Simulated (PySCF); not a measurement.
```yaml
atoms:
  - { symbol: O, position_ang: [0.0665, -0.0996, 0.2137] }
  - { symbol: H, position_ang: [-0.2186, -1.0453, 0.0148] }
  - { symbol: H, position_ang: [0.1571, 0.4592, -0.6188] }
  - { symbol: H, position_ang: [0.8823, -0.0817, 0.7408] }
  - { symbol: F, position_ang: [0.3606, 1.2226, -1.9224] }
  - { symbol: H, position_ang: [-0.0094, 2.0305, -2.2015] }
  - { symbol: F, position_ang: [-0.5522, -2.4839, -0.3458] }
  - { symbol: H, position_ang: [-1.2845, -3.0035, -0.0983] }
```

Geometry: PBE0-D3(BJ)/def2-TZVPD.

These are results of wB97M-D3(BJ)/def2-TZVPD, SCF density, gas phase in PySCF 2.14.0, not measurements.

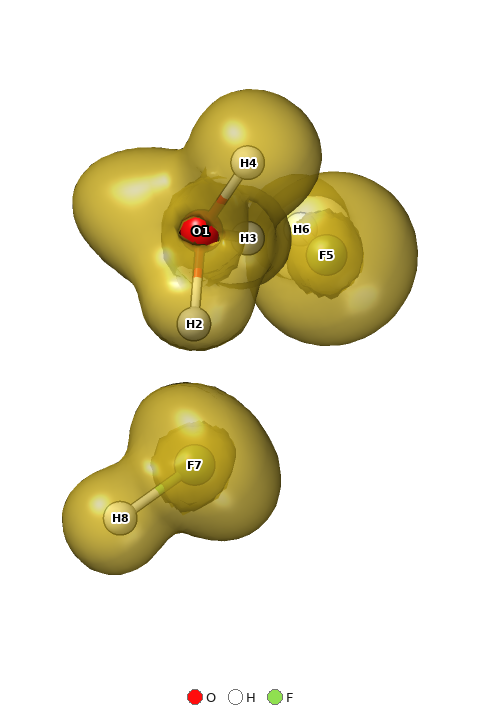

H₃O···HF···HF (SMILES [OH3+].F.F) (charge +1). Isosurface of the electron localisation function at 0.75 (yellow), seen at an oblique angle. Only the valence region is drawn (cores and ρ < 0.01 e/Å³ removed).

Describe the localisation domains.

The surface consists of two joined regions spread over several atoms (F, H), in which their bonds and any lone pairs are merged and one joined region spread over several atoms (H, O), in which their bonds and any lone pairs are merged. Along the contacts the grid gives the following. F7···H2 (1.52 Å): the ELF dips to about 0.15 between them: a closed-shell contact with the geometry of a hydrogen bond. F–H (0.93 Å): the ELF climbs to about 1 towards the hydrogen, as it does in any bond to H; a covalent bond by its length.
